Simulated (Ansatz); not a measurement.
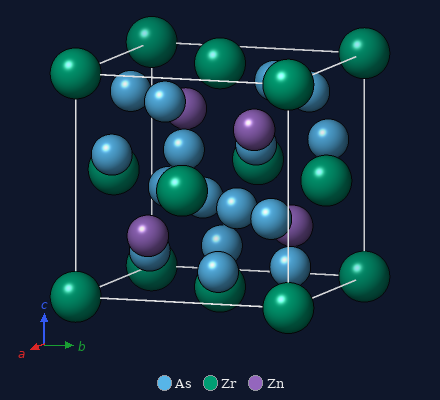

The structure; the drawing may span several cells.

Structure (in its standard cell), the end point of a relaxation with DFT, PAW plane waves, lda, spin-orbit (Ansatz); the starting structure was generated, so it need not be a known form of this composition:

```
As Zr Zn
1.0
     7.60736    0.00000    0.00000
     0.00000    7.60736    0.00000
     0.00000    0.00000    7.60736
As Zr Zn
16 4 4
Direct
  0.12505 0.37495 0.12505
  0.62505 0.12505 0.87495
  0.87495 0.37495 0.87495
  0.37495 0.12505 0.12505
  0.12505 0.87495 0.62505
  0.62505 0.62505 0.37495
  0.87495 0.87495 0.37495
  0.37495 0.62505 0.62505
  0.62505 0.37495 0.62505
  0.12505 0.12505 0.37495
  0.37495 0.37495 0.37495
  0.87495 0.12505 0.62505
  0.62505 0.87495 0.12505
  0.12505 0.62505 0.87495
  0.37495 0.87495 0.87495
  0.87495 0.62505 0.12505
  0.00000 0.00000 0.00000
  0.00000 0.50000 0.50000
  0.50000 0.00000 0.50000
  0.50000 0.50000 0.00000
  0.25000 0.25000 0.75000
  0.25000 0.75000 0.25000
  0.75000 0.25000 0.25000
  0.75000 0.75000 0.75000
```

Q: What does the kinematic electron diffraction pattern along [001] look like at 200 kV (B = 0.5 Å²)?

A: The spots form a square net with both shortest vectors at d = 3.80 Å, 90.0° apart. They are 2 0 0 and 0 2 0. The pattern has symmetry 4mm. The lattice centring (F) removes all reflections that break h + k = 2n, h + l = 2n.

Strongest reflections with d > 1.17 Å, one of each family (|F|² from tabulated Gaussian fits of the electron scattering factors, times a small damping for the curvature of the Ewald sphere):

```csv
hkl,d (Å),I (strongest = 100)
4 4 0,1.345,100
2 2 0,2.690,52
4 0 0,1.902,21
6 2 0,1.203,9
2 0 0,3.804,5
4 2 0,1.701,1
```

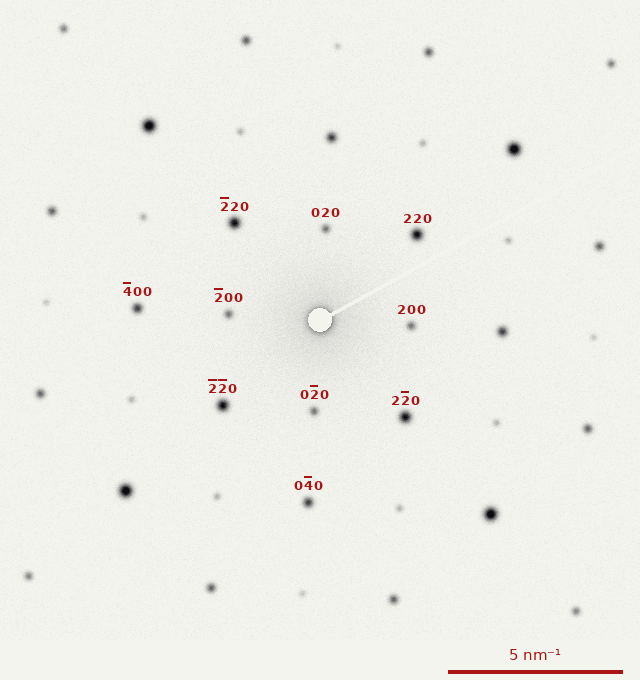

Calculated pattern, seen from the source side with [001] pointing towards the source.
